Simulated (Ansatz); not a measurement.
**C$_{2}$H$_{6}$ClGaO (SMILES [CH3][Ga]([Cl])[CH2]O): density, localisation and related maps**

```xyz
11

C     2.7086   -0.3221    1.5088
C    -0.5539    0.5634    0.0251
Cl    0.0090   -2.5194    1.1293
Ga    0.8782   -0.5215    0.8625
O    -1.4812   -0.2294   -0.6618
H     3.0610    0.7177    1.4569
H     2.7711   -0.6754    2.5493
H     3.3760   -0.9544    0.9026
H    -0.1055    1.2779   -0.6863
H    -1.0240    1.1869    0.8170
H    -1.5964   -1.0525   -0.1681
```

Geometry: PBE0-D3(BJ)/def2-SVP.

These are results of Ansatz, isolated molecule in a Gaussian basis; Kohn-Sham density functional theory, functional PBE0, not measurements.

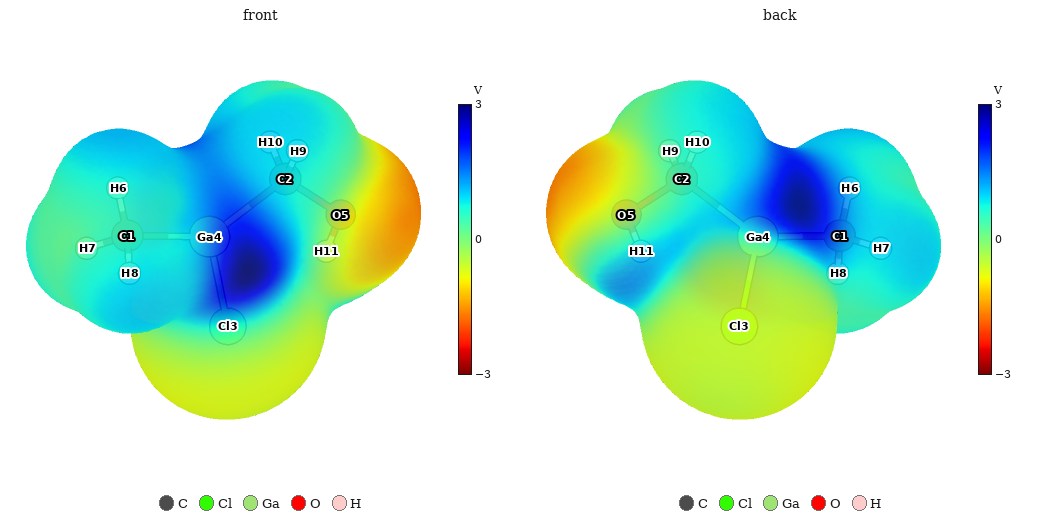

Figure 1. The electrostatic potential painted on the density surface at 0.002 e/bohr³, seen from the front and from behind; the colour scale runs from red (negative) to blue (positive).

Question: Which sites attract a positive test charge, and which a negative one?

Answer: A positive charge is drawn to the negative regions and a negative charge to the positive ones. The most negative region (about −1.6 V) lies over O5, the most positive (about +2.9 V) over Ga4. O5 is the likeliest acceptor of a hydrogen bond.

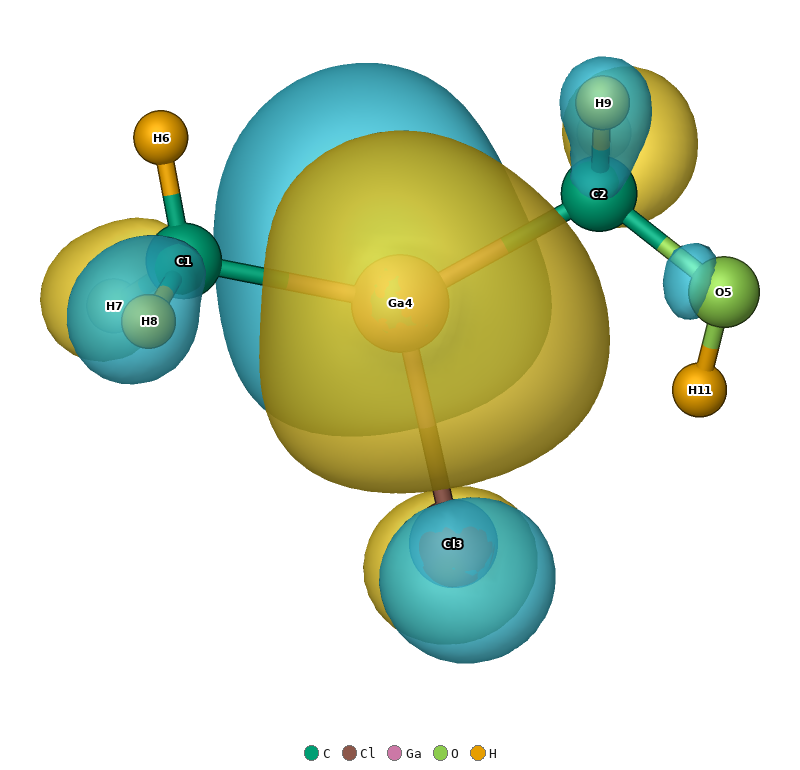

Figure 2. The LUMO at ±0.08 Å⁻³ᐟ² (yellow and cyan are the two phases), seen across its widest extent.

Question: What is the character of this orbital?

Answer: It lies mainly on Ga4 (about 70 %), Cl3 (about 10 %), C1 (about 5 %) and C2 (about 5 %). Its energy is −1.23 eV.

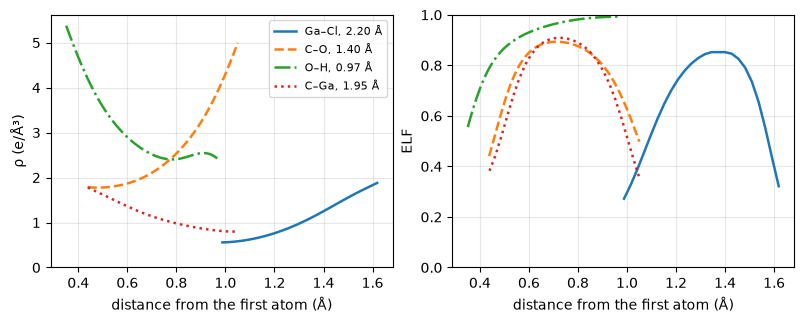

Figure 3. Total electron density and ELF along straight lines between neighbouring atoms. The curves leave out the atomic cores.

Question: Compare the contacts.

Answer: Ga–Cl (2.20 Å): the density is about 0.62 e/Å³ at the midpoint; the ELF peaks at about 0.85 in the valence shell of Cl, 0.9 Å from its nucleus, and is about 0.50 at the midpoint.
C–O (1.40 Å): ρ at the midpoint is about 2.1 e/Å³, with its minimum of 1.8 e/Å³ about 0.5 Å from C; the ELF peaks at about 0.90 between the atoms; a shared but strongly polarised pair.
O–H (0.97 Å): the density is about 3.7 e/Å³ at the midpoint; the ELF climbs to about 1 towards the hydrogen, as it does in any bond to H: an ordinary covalent bond to hydrogen.
C–Ga (1.95 Å): the density is about 0.82 e/Å³ at the midpoint; the ELF peaks at about 0.90 in the valence shell of C, 0.7 Å from its nucleus, and is about 0.60 at the midpoint.

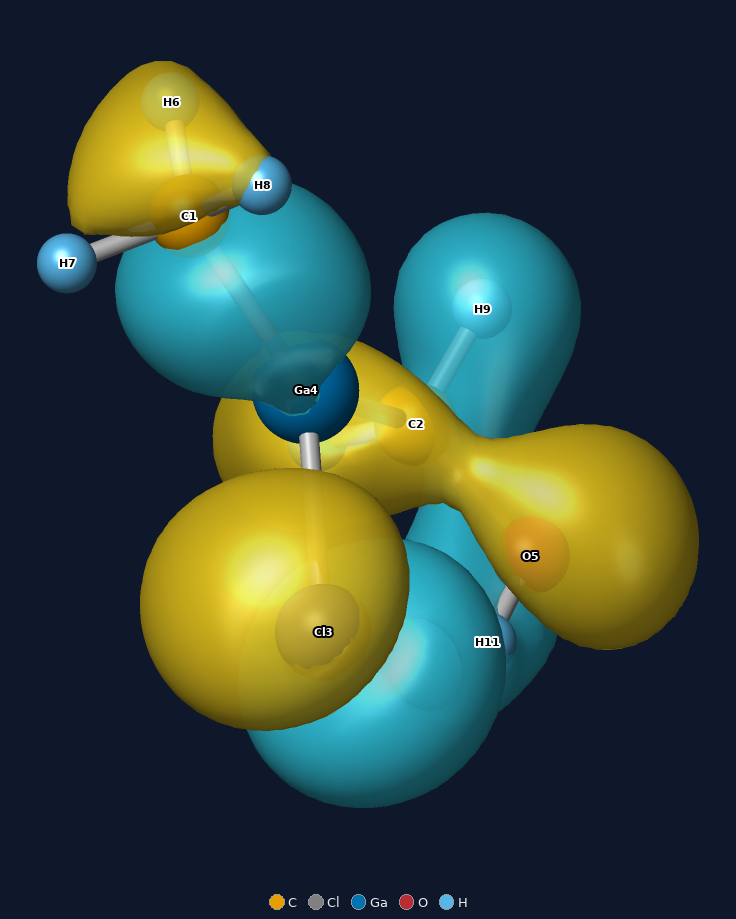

Figure 4. The HOMO−1 at ±0.08 Å⁻³ᐟ² (yellow and cyan are the two phases), seen at an oblique angle.

Question: What is the character of this orbital?

Answer: It lies mainly on Cl3 (about 30 %), O5 (about 30 %), C2 (about 10 %), C1 (about 10 %) and Ga4 (about 5 %). Its energy is −8.67 eV.
